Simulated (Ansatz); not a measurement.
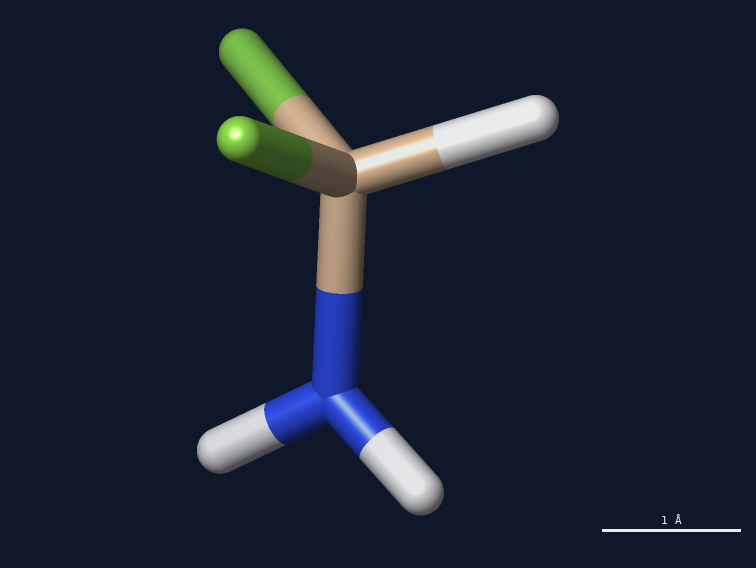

Colours: silicon light orange, fluorine green, hydrogen white, nitrogen blue.

The geometry was computed by an optimisation with PBE0-D4/def2-TZVP.

What does the picture show?

The molecule is F2H3NSi. The point group is C1. Coordination, clear cases only: 1 Si tetrahedral.

The parts below concern this one geometry. Atoms keep their numbers from picture to picture.

Shape

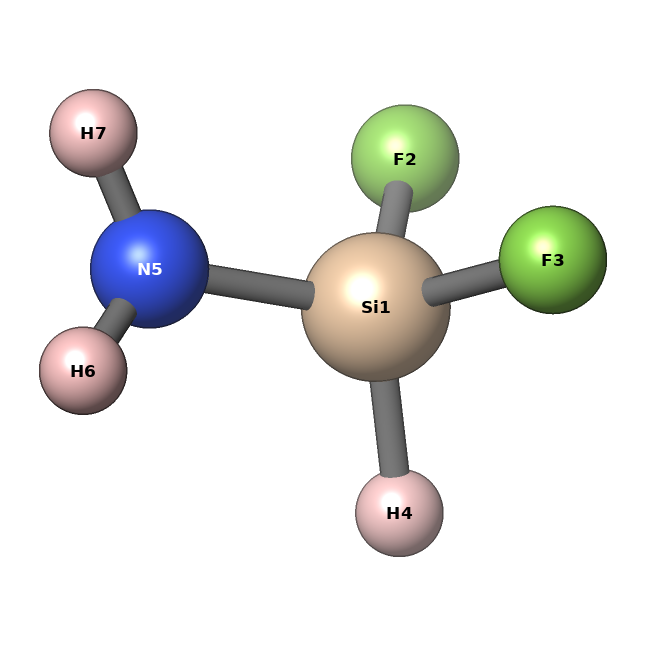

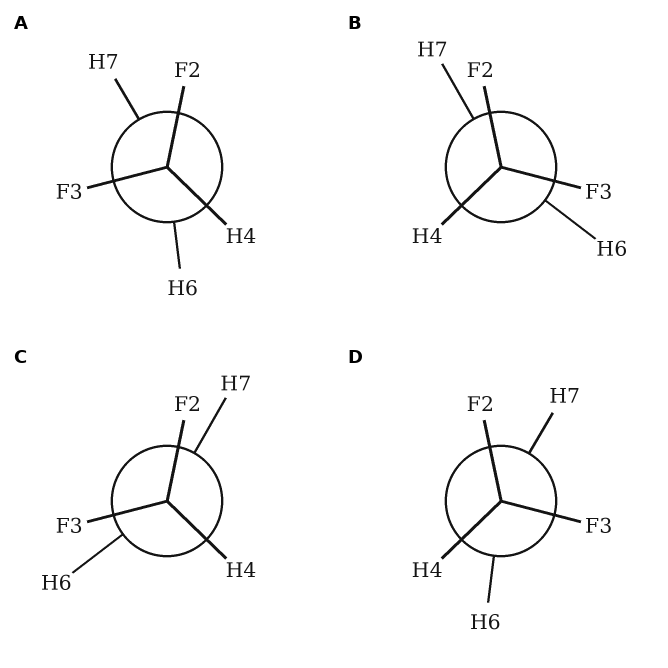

Atoms fade into the background with distance from the viewer. Bonds that would overlap in a projection are set slightly apart.

Which Newman projection shows the view along Si1–N5, with Si1 in front?

Answer. A. The torsion angle F2–Si1–N5–H6 is 161°, antiperiplanar (anti).

Dipole moment

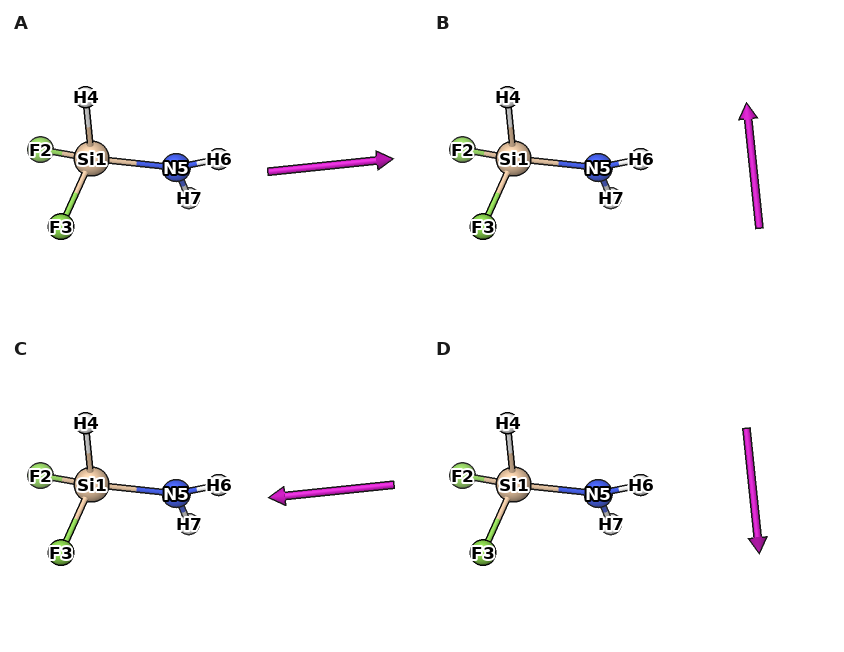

The same molecule four times, each with an arrow. Method: RKS PBE0-D4/def2-TZVP (Ansatz 0.2.0).

Which arrow points along the dipole moment, from the negative to the positive end?

Answer. A. The dipole moment is 2.57 D; it points from the side of F2 to the side of H6 (the outermost atoms at the two ends).

Vibrations

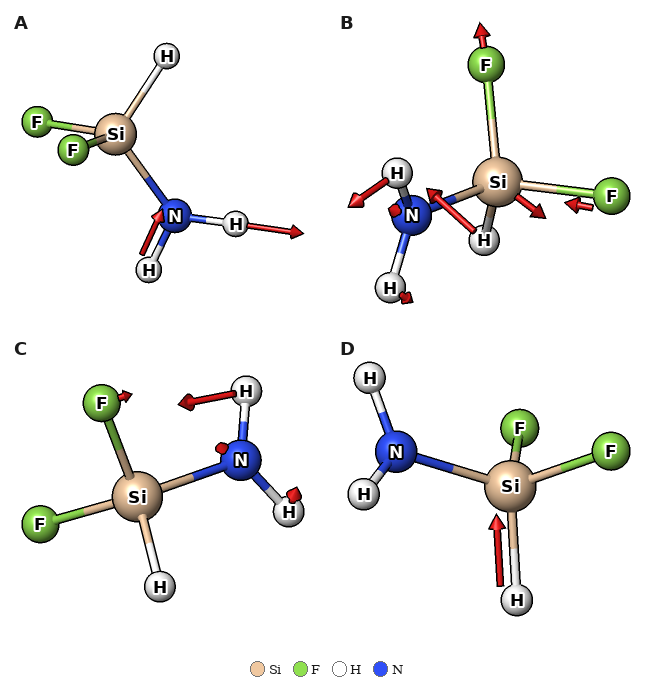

4 normal modes of one molecule or complex, as arrows. Harmonic vibrations computed with RKS PBE0-D4/def2-TZVP (Ansatz 0.2.0) at a stationary point of the same level.

Match the panels to the wavenumbers 345 cm⁻¹, 957 cm⁻¹, 2313 cm⁻¹, 3716 cm⁻¹.

Answer. A: 3716 cm⁻¹, out-of-phase stretching of 2 N–H bonds
B: 957 cm⁻¹
C: 345 cm⁻¹
D: 2313 cm⁻¹, Si–H stretching

Thermal motion

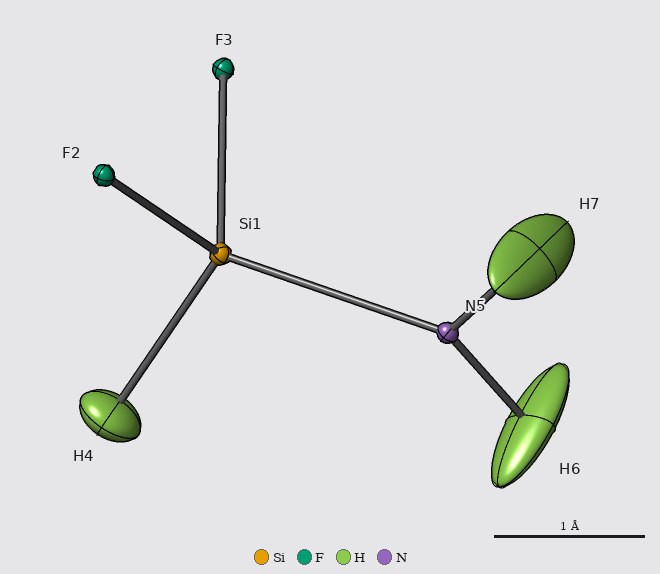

Displacement ellipsoids at the 50 % level, from the internal vibrations of the free molecule (harmonic, no overall translation or rotation; no half-axis is drawn under 0.075 Å). Vibrations computed with RKS PBE0-D4/def2-TZVP (Ansatz 0.2.0). Temperature: 100 K.

Which atom has the largest mean-square displacement?

Answer. H6, with U_eq = 0.0447 Å².

Does H7 move more along its bond or across it?

Answer. Across it: the root-mean-square amplitude is 0.069 Å along the bond and up to 0.324 Å across, since bending and torsion are softer than stretching.

Give the displacement parameters, one line for each set of equivalent atoms.

| atom | U_eq (Å²) | rms amplitudes (Å) |
| --- | --- | --- |
| Si1 | 0.00067 | 0.024, 0.025, 0.029 |
| F2 | 0.0012 | 0.020, 0.035, 0.044 |
| F3 | 0.0011 | 0.020, 0.036, 0.038 |
| H4 | 0.0165 | 0.088, 0.141, 0.148 |
| N5 | 0.0014 | 0.022, 0.039, 0.047 |
| H6 | 0.0447 | 0.075, 0.140, 0.330 |
| H7 | 0.0439 | 0.069, 0.147, 0.324 |

Charges

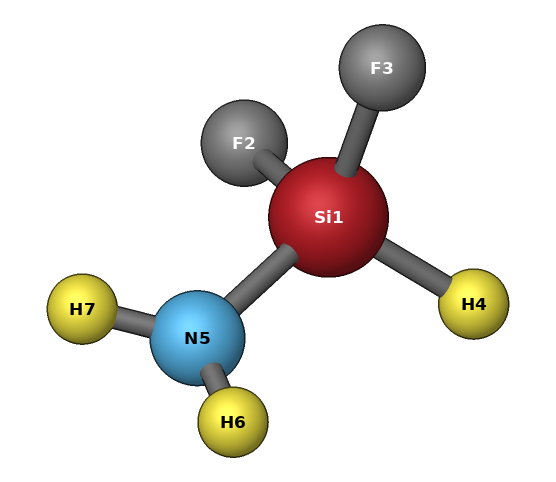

The questions are on Mulliken charges. Properties computed with RKS PBE0-D4/def2-TZVP (Ansatz 0.2.0).

Give the Mulliken charges atom by atom.

```tsv
atom	value (e)
Si1	0.78
F2	−0.30
F3	−0.30
H4	−0.05
N5	−0.62
H6	0.25
H7	0.25
```

Mulliken values depend strongly on the basis set and can even reverse the polarity of a bond.
